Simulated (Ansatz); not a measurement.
Consider KCl in the rock salt structure (space group Fm-3m, No. 225; a = 6.3812 Å).

The change: a hydrostatic pressure of 0.7 GPa.

All numbers come from PBE in Ansatz (plane waves to 420 eV, PAW, no spin-orbit coupling).

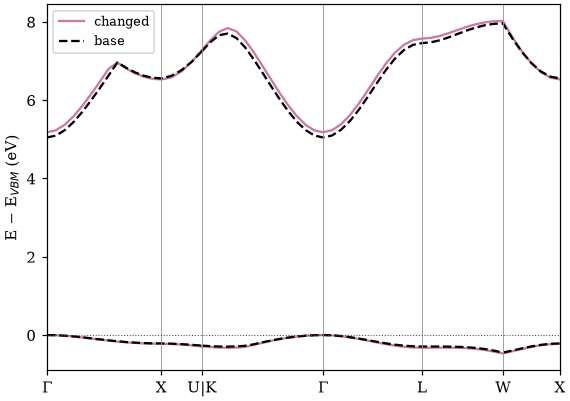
Fig. 1. Highest valence and lowest conduction band along the path, each from its own valence-band maximum

From the figure, how large is the changed gap, and is it direct?

About 5.2 eV, direct at Γ.

Load acts through the strain it causes; cell and atoms are relaxed under it. Gaps are Kohn–Sham eigenvalue differences; semilocal functionals usually give less than the measured gap. No phonon test of stability was made.

Ansatz is a first-principles code.
